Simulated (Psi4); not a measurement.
# CHClGaNO (SMILES O=C=[N][GaH][Cl]): PBE/6-31G(d) (spherical functions)

What is the vertical ionisation energy of CHClGaNO at PBE/6-31G* (spherical functions)? 

Program for the calculation: Psi4 1.11.

1 further run of the same task is left out (set aside as unsound or not needed).

### Step 1. The system as given

The species is CHClGaNO (6 atoms), meant as a singlet with charge 0. SMILES: `O=C=[N][GaH][Cl]`. The coordinates come from a PBE0-D4/def2-TZVP relaxation. This is one conformer, not always the lowest.

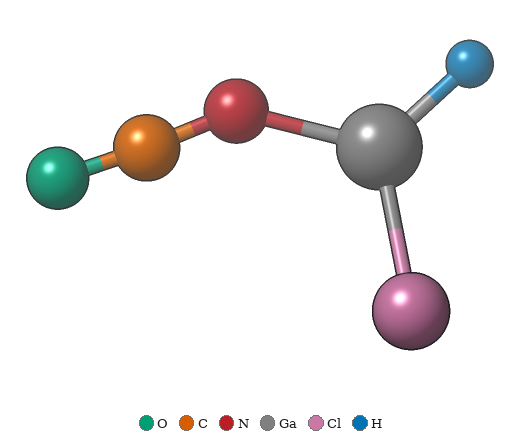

Viewed from a chosen angle; oxygen teal, carbon orange, nitrogen red, gallium grey, chlorine pink, hydrogen blue.

### Step 2. A single-point energy at PBE/6-31G(d) (spherical functions)

job.py

```python
import psi4

psi4.set_memory(1600000000)
psi4.set_num_threads(1)
psi4.set_output_file('chclgano.out', False)

m = psi4.geometry("""
0 1
O     -1.32318623    -4.96355464    -1.31657219
C     -1.30731253    -2.80813302    -0.88363594
N     -1.43014473    -0.57579955    -0.46846311
Ga     0.46959694     2.12480805     0.52099749
Cl     4.34145680     1.31260377     1.28085637
H     -0.67066380     4.78932189     0.77988997
units au
symmetry c1
no_reorient
no_com
""")

options = {'basis': '6-31G*', 'reference': 'rks', 'puream': True, 'e_convergence': 1e-09, 'd_convergence': 1e-08, 'scf_type': 'pk', 'dft_radial_points': 99, 'dft_spherical_points': 590}
psi4.set_options(options)

e_tot, wfn = psi4.energy("PBE", return_wfn=True)
print(f'PBE energy: {e_tot:.10f} Eh')
```

Launch:

```bash
$ python job.py
```

chclgano.out:

```text
[...]
  Running in c1 symmetry.
[...]
  Nuclear repulsion =  378.168383066356114
[...]
  Multiplicity = 1
[...]
  Nalpha       = 35
  Nbeta        = 35
[...]
    Number of basis functions: 94
[...]
   @RKS iter   1: -2550.48853125608821   -8.20981e-01   3.38436e-02 ADIIS/DIIS
[...]
   @RKS iter  16: -2552.85581195020950   -2.27374e-12   5.47626e-09 DIIS
[...]
    Orbital Energies [Eh]
    ---------------------
    Doubly Occupied:
       1A   -370.985088     2A   -100.659664     3A    -45.413814
       4A    -40.261970     5A    -40.258253     6A    -40.257557
       7A    -18.822919     8A    -14.023579     9A    -10.025831
      10A     -9.175222    11A     -6.997217    12A     -6.991400
      13A     -6.990003    14A     -5.347415    15A     -3.677874
      16A     -3.670037    17A     -3.667390    18A     -1.022684
      19A     -0.859560    20A     -0.802109    21A     -0.788658
      22A     -0.787463    23A     -0.786394    24A     -0.785656
      25A     -0.732091    26A     -0.507209    27A     -0.445128
      28A     -0.414288    29A     -0.412849    30A     -0.384790
      31A     -0.336112    32A     -0.302273    33A     -0.288990
      34A     -0.270628    35A     -0.267934
[...]
  @RKS Final Energy: -2552.85581195020950
   => Energetics <=
    Nuclear Repulsion Energy =            378.1683830663561139
    One-Electron Energy =               -4300.0047021520804265
    Two-Electron Energy =                1492.8926063406897811
    DFT Exchange-Correlation Energy =    -123.9120992051749113
    Empirical Dispersion Energy =           0.0000000000000000
    VV10 Nonlocal Energy =                  0.0000000000000000
    Total Energy =                      -2552.8558119502094996
[...]
 Multipole Moments:
 ------------------------------------------------------------------------------------
     Multipole            Electronic (a.u.)      Nuclear  (a.u.)        Total (a.u.)
 ------------------------------------------------------------------------------------
 L = 1.  Multiply by 2.5417464519 to convert [e a0] to [Debye]
 Dipole X            :        -59.5374851           59.2512288           -0.2862563
 Dipole Y            :        -31.6081345           32.3848034            0.7766689
 Dipole Z            :        -19.5053093           19.5917355            0.0864262
 Magnitude           :                                                    0.8322420
[...]
```

On the terminal:

```text
PBE energy: -2552.8558119502 Eh
```

It took 13 s on 1 thread of Intel Xeon 6975P-C (Granite Rapids), shared host; peak memory 0.7 GiB.

### Step 3. The doublet cation: energy and gradient at UPBE/6-31G(d) (spherical functions)

job.in

```
memory 1600 mb

molecule {
  1 2
  O     -0.700200    -2.626600    -0.696700
  C     -0.691800    -1.486000    -0.467600
  N     -0.756800    -0.304700    -0.247900
  Ga     0.248500     1.124400     0.275700
  Cl     2.297400     0.694600     0.677800
  H     -0.354900     2.534400     0.412700
  symmetry c1
  no_reorient
  no_com
}

set {
  basis                6-31G*
  reference            uks
  puream               true
  e_convergence        1e-09
  d_convergence        1e-08
  scf_type             pk
  dft_radial_points    99
  dft_spherical_points 590
  maxiter              100
}

energy_value, wavefunction = gradient('pbe', return_wfn=True)
```

Launch:

```bash
$ psi4 job.in job.out -n 1
```

job.out (excerpt; [...] marks lines left out):

```text
[...]
  Running in c1 symmetry.
[...]
  Nuclear repulsion =  378.168382856798132
[...]
  Multiplicity = 2
[...]
  Nalpha       = 35
  Nbeta        = 34
[...]
    Number of basis functions: 94
[...]
   @UKS iter   1: -2549.93440379436879   -2.66855e-01   3.41603e-02 DIIS/ADIIS
[...]
   @UKS iter  24: -2552.47169993064927   -2.27374e-12   6.45808e-09 DIIS
[...]
   @S^2 Observed:                7.541961809E-01
[...]
  @UKS Final Energy: -2552.47169993064927
   => Energetics <=
    Nuclear Repulsion Energy =            378.1683828567981323
    One-Electron Energy =               -4283.7642205316706168
    Two-Electron Energy =                1476.6804630235023978
    DFT Exchange-Correlation Energy =    -123.5563252792792355
    Empirical Dispersion Energy =           0.0000000000000000
    VV10 Nonlocal Energy =                  0.0000000000000000
    Total Energy =                      -2552.4716999306492653
[...]
 Multipole Moments:
 ------------------------------------------------------------------------------------
     Multipole            Electronic (a.u.)      Nuclear  (a.u.)        Total (a.u.)
 ------------------------------------------------------------------------------------
 L = 1.  Multiply by 2.5417464519 to convert [e a0] to [Debye]
 Dipole X            :        -58.7516522           59.2512288            0.4995766
 Dipole Y            :        -31.8911220           32.3848035            0.4936815
 Dipole Z            :        -19.3882581           19.5917356            0.2034775
 Magnitude           :                                                    0.7312327
[...]
  -Total Gradient:
     Atom            X                  Y                   Z
    ------   -----------------  -----------------  -----------------
       1        0.000695178836     0.034020700039     0.006936633684
       2        0.001579360698     0.025955094757     0.005546575237
       3        0.004458324645    -0.028253166016    -0.004568280308
       4        0.003411065007    -0.038714082767    -0.006892237220
       5       -0.011113325566     0.009612744704    -0.000732187704
       6        0.000964527074    -0.002631096634    -0.000293623420
[...]
```

It took 29 s on 1 thread of Intel Xeon 6975P-C (Granite Rapids), shared host; peak memory 0.7 GiB.

### Step 4. Results

At PBE/6-31G* (spherical functions):

```
                                          quantity           value
                    singlet CHClGaNO: total energy  -2552.85581 Eh
                   singlet CHClGaNO: dipole moment          2.12 D
                     singlet CHClGaNO: HOMO energy        -7.29 eV
                     singlet CHClGaNO: LUMO energy        -2.56 eV
                   singlet CHClGaNO: HOMO–LUMO gap         4.73 eV
                      doublet cation: total energy  -2552.47170 Eh
doublet cation: HOMO energy (highest over α and β)       -13.75 eV
 doublet cation: LUMO energy (lowest over α and β)       -13.56 eV
                              doublet cation: ⟨S²⟩           0.754
          doublet cation: largest force on an atom      2.030 eV/Å
vertical ionisation energy (to the doublet cation)       10.452 eV
```

What this shows: The vertical ionisation energy comes to 10.45 eV (241 kcal/mol). The negative HOMO energy of the first species, 7.29 eV, lies 3.16 eV below that difference.
